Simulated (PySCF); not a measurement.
C₇H₆N (cation, charge +1), SMILES [NH+]#Cc1ccccc1, B3LYP/def2-SVP optimised geometry. Atoms within 1.6 Å of the plane z = 0.0 Å (x, y, z in Å): N1 (1.98, 2.35, 0.00), C2 (1.40, 1.35, 0.00), C3 (0.69, 0.14, 0.00), C4 (1.41, -1.08, 0.00), C5 (0.70, -2.27, 0.00), C6 (-0.70, -2.26, 0.00), C7 (-1.41, -1.05, 0.00), C8 (-0.73, 0.16, 0.00), H9 (2.49, 3.23, 0.00), H10 (2.50, -1.08, 0.00), H11 (1.24, -3.23, 0.00), H12 (-1.25, -3.20, 0.00), H13 (-2.50, -1.05, 0.00), H14 (-1.27, 1.11, 0.00).

Level of theory: B3LYP/def2-TZVP (PySCF). Cells within 0.4 Å of a nucleus heavier than hydrogen are left out (blank, or x).

Map of the log10 of the electron density (e/bohr³), floored at −4 on the plane z = 0.0 Å:

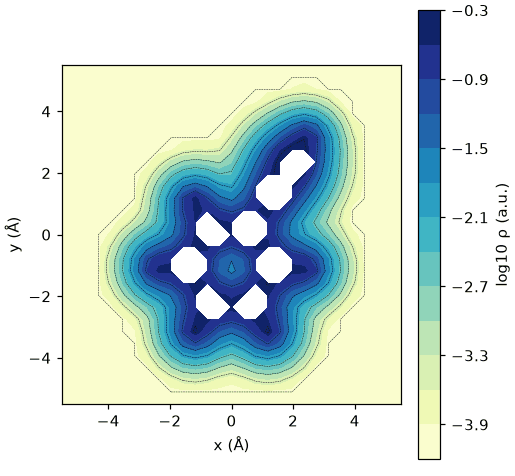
Figure: Log10 of the electron density (e/bohr³), floored at −4 on the plane z = 0.0 Å.
